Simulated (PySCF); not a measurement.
B(H)(F)(OH), SMILES OBF, PBE0/def2-SVP optimised geometry. Atoms within 1.6 Å of the plane z = 0.0 Å (x, y, z in Å): B1 (-0.52, -0.08, 0.00), H2 (-1.19, -1.09, 0.00), F3 (-1.13, 1.09, 0.00), O4 (0.82, -0.08, 0.00), H5 (1.19, -0.97, 0.00).

Computed with PBE0/def2-TZVP in PySCF 2.14.0. Cells within 0.4 Å of a nucleus heavier than hydrogen are left out (blank, or x).

Map of the deformation density (molecule minus spherical neutral atoms) (e/bohr³) on the plane z = 0.0 Å:

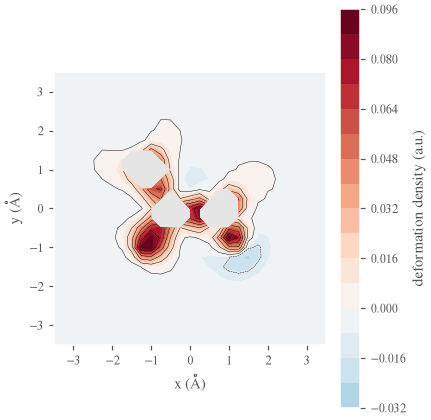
*Deformation density (molecule minus spherical neutral atoms) (e/bohr³) on the plane z = 0.0 Å.*
